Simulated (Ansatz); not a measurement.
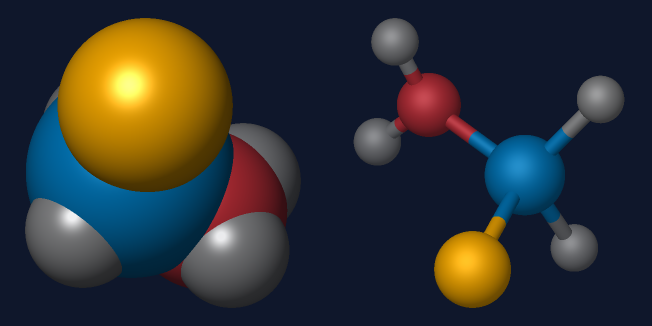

The same structure drawn twice, from different directions. Colours: silicon blue, nitrogen red, hydrogen grey, chlorine orange.

The computed structure is the end point of a PBE0-D4/def2-TZVP optimisation.

What is the molecular formula?

Answer. ClH₄NSi, 7 atoms: 1 chlorine, 4 hydrogen, 1 nitrogen and 1 silicon.

How many sets of symmetry-equivalent atoms are there?

Answer. 5: 1 Si, 1 N, 2 H, 1 Cl, 2 H.

How many bonds of each kind are drawn?

Answer. 2 N–H, 2 Si–H, 1 N–Si, 1 Cl–Si. Sticks follow a distance rule.

Which point group does it belong to?

Answer. Cs.

More results for the same structure follow; atom numbers are the same in all pictures, views and colours differ.

## Geometry

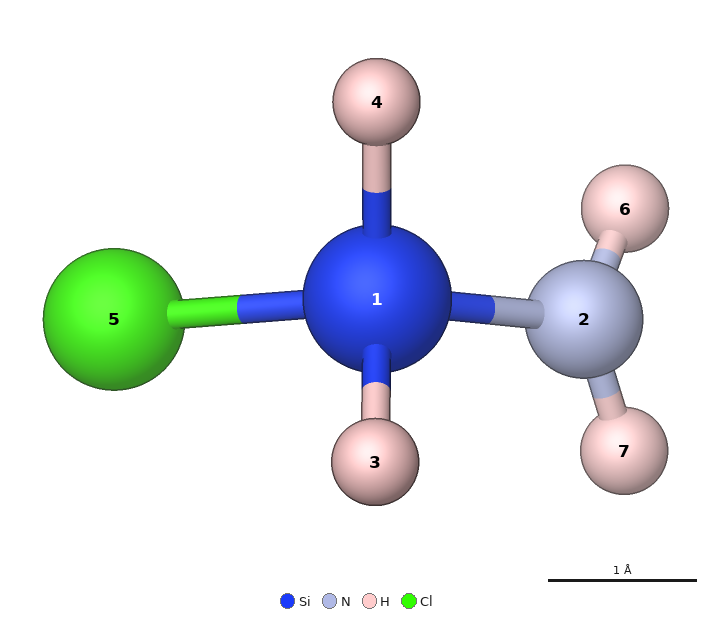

What are the angles N2–Si1–H3, N2–Si1–Cl5, H3–Si1–H4, H3–Si1–Cl5, Si1–N2–H6, H6–N2–H7?

| angle | degrees |
| --- | --- |
| N2–Si1–H3 | 108.4 |
| N2–Si1–Cl5 | 115.3 |
| H3–Si1–H4 | 113.3 |
| H3–Si1–Cl5 | 105.8 |
| Si1–N2–H6 | 120.4 |
| H6–N2–H7 | 111.2 |

## Electronic properties

Method: RKS PBE0-D4/def2-TZVP (Ansatz 0.2.0).

What does the calculation give?

- dipole moment: 2.02 D
- dispersion correction: −10.4 kJ/mol

## Vibrations

Harmonic vibrations computed with RKS PBE0-D4/def2-TZVP (Ansatz 0.2.0) at a stationary point of the same level.

List the wavenumbers.

Answer. 15 modes: 233, 243, 430, 526, 536, 759, 875, 899, 912, 940, 1585, 2261, 2271, 3603, 3696 cm⁻¹.

## Charges

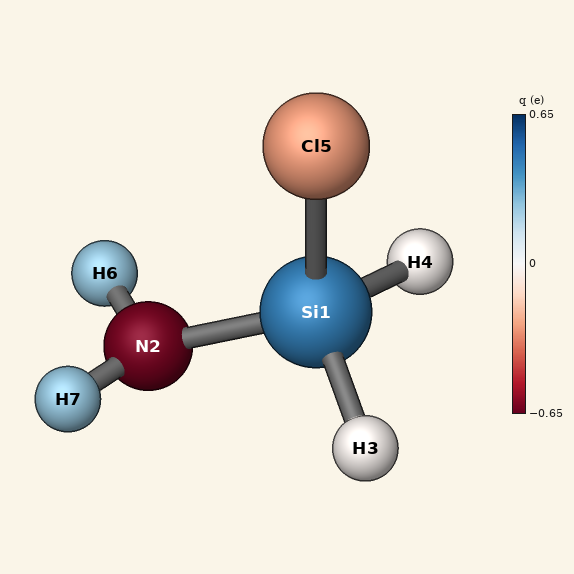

Atoms are coloured by their Mulliken charges. Method: RKS PBE0-D4/def2-TZVP (Ansatz 0.2.0).

Give the Mulliken charges atom by atom.

```tsv
atom	value (e)
Si1	0.44
N2	−0.62
H3	−0.02
H4	−0.02
Cl5	−0.27
H6	0.25
H7	0.25
```

Mulliken values depend strongly on the basis set and can even reverse the polarity of a bond.
